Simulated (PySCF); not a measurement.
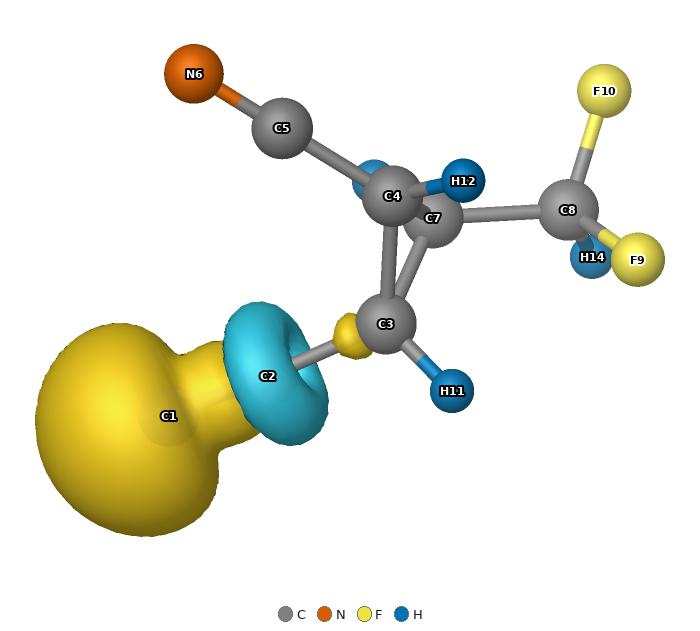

Figure. C$_{7}$H$_{4}$F$_{2}$N (doublet). Isosurfaces of the spin density (α minus β) at +0.03 (yellow) and −0.03 e/Å³ (cyan), seen at an oblique angle.

Geometry: GFN2-xTB.

Method: PySCF 2.14.0, density-fitted response routines, UKS B3LYP, pcH-1 on C F H N, non-relativistic, mean-field spin-orbit, GIAO.

| atom | x (Å) | y (Å) | z (Å) |
| --- | --- | --- | --- |
| C | 3.0278 | -1.3691 | 0.2611 |
| C | 1.9827 | -0.9657 | -0.1579 |
| C | 0.7049 | -0.4757 | -0.6038 |
| C | 0.2881 | 0.9404 | -0.2577 |
| C | 1.1475 | 1.7610 | 0.5247 |
| N | 1.8355 | 2.4239 | 1.1523 |
| C | -0.3790 | -0.2439 | 0.4077 |
| C | -1.8094 | -0.5676 | 0.0530 |
| F | -2.0414 | -0.3771 | -1.2684 |
| F | -2.6626 | 0.2565 | 0.7079 |
| H | 0.4198 | -0.8441 | -1.5830 |
| H | -0.2744 | 1.4851 | -1.0088 |
| H | -0.1490 | -0.4199 | 1.4516 |
| H | -2.0911 | -1.6042 | 0.2991 |

### Where is the unpaired spin?

The unpaired spin (1 electron) lies mostly on C1 (about 1.0), in electrons by Hirshfeld's partition.
